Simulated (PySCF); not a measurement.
# C₆H₇NOS: magnetic properties

What do calculations give for the magnetic properties of C₆H₇NOS (`C=C/C(C#N)=C\[S@@](C)=O`)?

Programs: PySCF 2.14.0, with routines of our own; each step states its level. All values are computed. Atoms count from 0.

## 1. The system as given

16 atoms, charge 0, multiplicity 1; geometry from: GFN2-xTB.

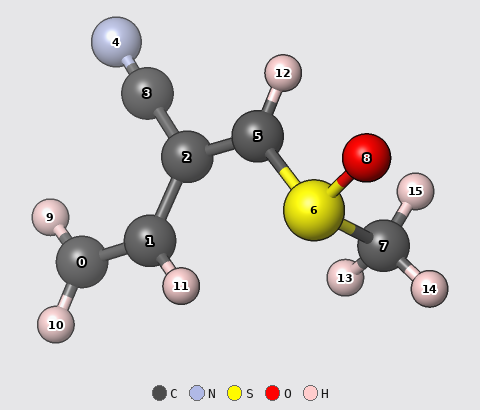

The starting geometry (carbon dark grey, nitrogen light blue, sulfur yellow, oxygen red, hydrogen pink).

## 2. Magnetic properties: GIAO B97-2/pcSseg-1

Job settings and geometry (Å):

```
{"job": {"kind": "mag", "xc": "B97-2", "basis": "pcSseg-1", "isotopologues": 0}, "charge": 0, "multiplicity": 1}
C     -2.322628    -1.438532     0.458069
C     -1.166830    -0.819820     0.672922
C     -0.883638     0.538327     0.230408
C     -1.914682     1.248784    -0.441000
N     -2.733615     1.828555    -0.993859
C      0.299185     1.145960     0.408912
S      1.693827     0.368458     1.270047
C      2.385665    -0.346447    -0.297553
O      2.575511     1.470416     1.633263
H     -3.129127    -0.964434    -0.077373
H     -2.499076    -2.439538     0.810952
H     -0.364792    -1.303437     1.213280
H      0.482523     2.167212     0.110168
H      1.688788    -1.080980    -0.684273
H      3.330520    -0.815999    -0.043739
H      2.550769     0.450420    -1.014150
```

With the program's defaults for keys left out, this is: GIAO B97-2/pcSseg-1 magnetisability, rotational g tensor and spin-rotation constants, non-relativistic, gas phase.

Command:

```sh
$ OMP_NUM_THREADS=1 python excited_run.py task.json out
```

This one command runs all jobs of the session in turn.

The program printed:

```text
coarse grid: 14632 points
cycle   1  E = -760.4747790337  dE =  1.577e+00  |g| = 9.911e-01  |ddm| = 4.061e+00
cycle   2  E = -759.1374299998  dE =  1.337e+00  |g| = 2.645e+00  |ddm| = 5.642e+00
cycle   3  E = -760.6609894885  dE = -1.524e+00  |g| = 2.538e-01  |ddm| = 4.844e+00
cycle   4  E = -760.6727702226  dE = -1.178e-02  |g| = 1.560e-01  |ddm| = 5.323e-01
cycle   5  E = -760.6775211068  dE = -4.751e-03  |g| = 6.623e-02  |ddm| = 1.858e-01
cycle   6  E = -760.6784320707  dE = -9.110e-04  |g| = 1.913e-02  |ddm| = 6.284e-02
cycle   7  E = -760.6785066636  dE = -7.459e-05  |g| = 4.938e-03  |ddm| = 2.088e-02
cycle   8  E = -760.6785119277  dE = -5.264e-06  |g| = 2.037e-03  |ddm| = 5.754e-03
final grid: 138800 points
cycle   9  E = -760.7354369407  dE = -5.505e-05  |g| = 7.127e-03  |ddm| = 4.471e-02
cycle  10  E = -760.7354128246  dE =  2.412e-05  |g| = 1.256e-02  |ddm| = 2.353e-02
cycle  11  E = -760.7354464923  dE = -3.367e-05  |g| = 1.074e-03  |ddm| = 1.717e-02
cycle  12  E = -760.7354466830  dE = -1.906e-07  |g| = 5.448e-04  |ddm| = 1.753e-03
cycle  13  E = -760.7354467444  dE = -6.144e-08  |g| = 1.820e-04  |ddm| = 5.310e-04
cycle  14  E = -760.7354467509  dE = -6.454e-09  |g| = 6.148e-05  |ddm| = 1.764e-04
cycle  15  E = -760.7354467516  dE = -7.008e-10  |g| = 2.813e-05  |ddm| = 7.079e-05
converged SCF energy = -760.7354467516

Magnetisability tensor (1e-30 J/T^2)
    -1217.84       14.85       40.74
       14.85    -1141.53     -127.61
       40.74     -127.61    -1288.26
isotropic -1215.88   principal values   -1373.80  -1206.53  -1067.30
isotropic susceptibility -73.222 1e-6 cm^3/mol

Inertial axes            a          b          c
rot. const./GHz      2.5008     0.7987     0.6890
chi total           -72.458    -65.844    -81.363
chi diamagnetic    -598.744  -1550.508  -1782.110
chi paramagnetic    526.285   1484.664   1700.747
quadrupole/D A      -15.114      8.395      6.720
g nuclear            0.5785     0.5367     0.5383
g electronic        -0.6183    -0.5571    -0.5505
g total             -0.0398    -0.0204    -0.0123

Spin-rotation constants (kHz, H = +C I.J)
atom  isotope        aa         bb         cc
  4    14N        0.274      0.128      0.155
  9     1H        0.111     -0.038     -0.080
 10     1H       -0.264      0.074     -0.078
 11     1H        0.069     -0.025     -0.081
 12     1H       -0.243      0.098     -0.093
 13     1H       -0.098     -0.059     -0.063
 14     1H        0.015     -0.074     -0.069
 15     1H       -0.313     -0.003     -0.037
  0    13C*       0.867      0.355      0.096
  1    13C*       0.909      0.354      0.095
  2    13C*       0.886      0.309      0.106
  3    13C*       0.376      0.233      0.297
  5    13C*       0.963      0.410      0.162
  6    33S*       0.941      0.293      0.317
  7    13C*       0.494      0.175      0.098
  8    17O*      -0.288     -0.061     -0.046
* in the singly substituted isotopologue
```

Wall time 58 s (1 thread of Arm Neoverse N1, shared host); peak memory 0.86 GiB.

Key values:

| quantity | value |
| --- | --- |
| magnetisability | -1216·10⁻³⁰ J/T² |
| molar susceptibility | -73.2·10⁻⁶ cm³/mol |
| rotational g (a, b, c) | -0.0398, -0.0204, -0.0123 |

## 3. Magnetic properties: common gauge origin wB97X/STO-3G

The job, as its differences from that of step 2:

```diff
@@ -1,2 +1,2 @@
-{"job": {"kind": "mag", "xc": "B97-2", "basis": "pcSseg-1", "isotopologues": 0}, "charge": 0, "multiplicity": 1}
+{"job": {"kind": "mag", "xc": "wB97X", "basis": "STO-3G", "gauge": [0, 0, 0]}, "charge": 0, "multiplicity": 1}
 C     -2.322628    -1.438532     0.458069
```

Method: common gauge origin wB97X/STO-3G magnetisability, rotational g tensor and spin-rotation constants, non-relativistic, gas phase.

The program printed:

```text
coarse grid: 14632 points
cycle   1  E = -751.4481817752  dE =  2.176e+00  |g| = 8.630e-01  |ddm| = 5.689e+00
cycle   2  E = -749.3007871451  dE =  2.147e+00  |g| = 2.712e+00  |ddm| = 4.414e+00
cycle   3  E = -751.7131100493  dE = -2.412e+00  |g| = 3.612e-01  |ddm| = 3.624e+00
cycle   4  E = -751.7492103946  dE = -3.610e-02  |g| = 1.292e-01  |ddm| = 5.787e-01
cycle   5  E = -751.7541712559  dE = -4.961e-03  |g| = 3.769e-02  |ddm| = 1.954e-01
cycle   6  E = -751.7547068687  dE = -5.356e-04  |g| = 1.086e-02  |ddm| = 6.910e-02
cycle   7  E = -751.7547947395  dE = -8.787e-05  |g| = 5.113e-03  |ddm| = 2.958e-02
cycle   8  E = -751.7548235425  dE = -2.880e-05  |g| = 1.940e-03  |ddm| = 2.107e-02
cycle   9  E = -751.7548289739  dE = -5.431e-06  |g| = 7.355e-04  |ddm| = 9.739e-03
final grid: 138800 points
cycle  10  E = -751.7141563561  dE = -7.229e-05  |g| = 2.814e-03  |ddm| = 2.618e-02
cycle  11  E = -751.7141585032  dE = -2.147e-06  |g| = 2.159e-03  |ddm| = 8.752e-03
cycle  12  E = -751.7141598680  dE = -1.365e-06  |g| = 8.170e-04  |ddm| = 4.208e-03
cycle  13  E = -751.7141600960  dE = -2.280e-07  |g| = 2.910e-04  |ddm| = 1.731e-03
cycle  14  E = -751.7141601274  dE = -3.135e-08  |g| = 6.780e-05  |ddm| = 4.477e-04
cycle  15  E = -751.7141601320  dE = -4.658e-09  |g| = 4.198e-05  |ddm| = 2.615e-04
cycle  16  E = -751.7141601336  dE = -1.594e-09  |g| = 1.534e-05  |ddm| = 1.481e-04
cycle  17  E = -751.7141601340  dE = -4.163e-10  |g| = 5.561e-06  |ddm| = 1.005e-04
converged SCF energy = -751.7141601340

Magnetisability tensor (1e-30 J/T^2)
    -9411.45     1252.38     4004.06
     1252.38   -22309.36      190.64
     4004.06      190.64   -23031.86
isotropic -18250.89   principal values  -24133.93 -22409.50  -8209.23
isotropic susceptibility -1099.094 1e-6 cm^3/mol

Inertial axes            a          b          c
rot. const./GHz      2.5008     0.7987     0.6890
chi total          -496.616  -1349.252  -1451.415
chi diamagnetic    -590.378  -1539.412  -1772.676
chi paramagnetic     93.762    190.160    321.261
quadrupole/D A      -12.963      5.907      7.056
g nuclear            0.5785     0.5367     0.5383
g electronic        -0.1102    -0.0713    -0.1040
g total              0.4683     0.4653     0.4343

Spin-rotation constants (kHz, H = +C I.J)
atom  isotope        aa         bb         cc
  4    14N        0.328      0.230      0.264
  9     1H       -1.478      0.767      0.103
 10     1H        1.958      0.127      0.412
 11     1H        0.385     -1.013     -0.741
 12     1H        0.253     -0.669     -0.492
 13     1H        0.197     -0.766     -0.658
 14     1H       -0.050      0.505      0.480
 15     1H       -0.432     -0.060     -0.343
  0    13C*       0.720      0.353      0.102
  1    13C*       0.394      0.036     -0.144
  2    13C*       0.192      0.019     -0.215
  3    13C*      -0.083     -0.025     -0.033
  5    13C*       0.617      0.056     -0.170
  6    33S*       0.627      0.136      0.208
  7    13C*       0.200      0.041      0.038
  8    17O*      -0.737     -0.250     -0.201
* in the singly substituted isotopologue
```

Wall time 6.8 s (1 thread of Arm Neoverse N1, shared host); peak memory 0.44 GiB.

It converged, yet the result is unsound: a common gauge origin replaces GIAOs, so the magnetic properties depend on where the origin lies; the basis STO-3G is minimal.

## 4. What came out

```
                                            quantity                               value
       magnetisability (step 2, GIAO B97-2/pcSseg-1)                    -1216·10⁻³⁰ J/T²
  molar susceptibility (step 2, GIAO B97-2/pcSseg-1)                  -73.2·10⁻⁶ cm³/mol
rotational g (a, b, c) (step 2, GIAO B97-2/pcSseg-1)           -0.0398, -0.0204, -0.0123
                                                runs  0 failed, 1 ended on unsound input
```

What this shows: The values above hold for this geometry and these levels alone. Vibrational averaging and real surroundings are missing from these values.
